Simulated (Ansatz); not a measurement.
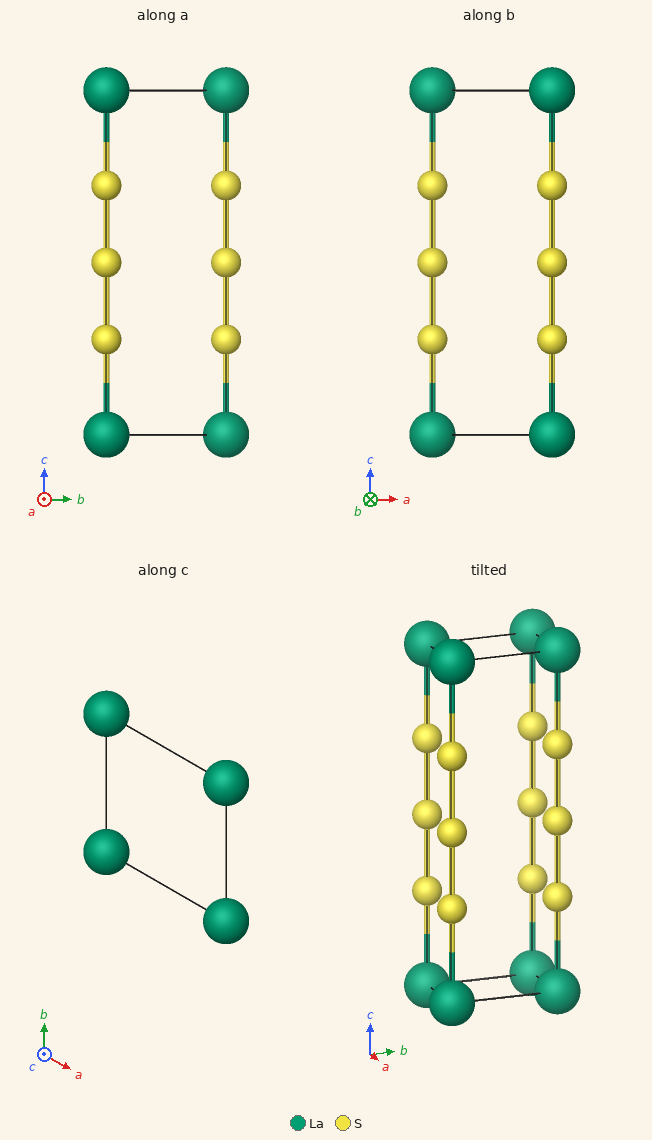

View along the a axis, along the b axis, along the c axis and slightly off an axis, drawn as a ball-and-stick model. The edges of the conventional unit cell are marked.

Lattice parameters: a = 3.8587 Å, b = 3.8587 Å, c = 9.6112 Å, α = 90.000°, β = 90.000°, γ = 120.000°.

Question: Transcribe the picture into a CIF in P1 with every atom of the cell, with free fractional coordinates to two decimals.

Answer:
```cif
data_structure
_symmetry_space_group_name_H-M 'P 1'
_symmetry_Int_Tables_number 1
_cell_length_a 3.8587
_cell_length_b 3.8587
_cell_length_c 9.6112
_cell_angle_alpha 90.000
_cell_angle_beta 90.000
_cell_angle_gamma 120.000
_cell_volume 123.93
loop_
_atom_site_label
_atom_site_type_symbol
_atom_site_fract_x
_atom_site_fract_y
_atom_site_fract_z
_atom_site_occupancy
La1 La 0.00 0.00 0.00 1
S1 S 0.00 0.00 0.72 1
S2 S 0.00 0.00 0.28 1
S3 S 0.00 0.00 0.50 1
```

The cell started as a random cell made by a generator, so it need not be a real form of the compound. Relaxation method: DFT PBE, scalar-relativistic, plane waves, PAW in Ansatz.
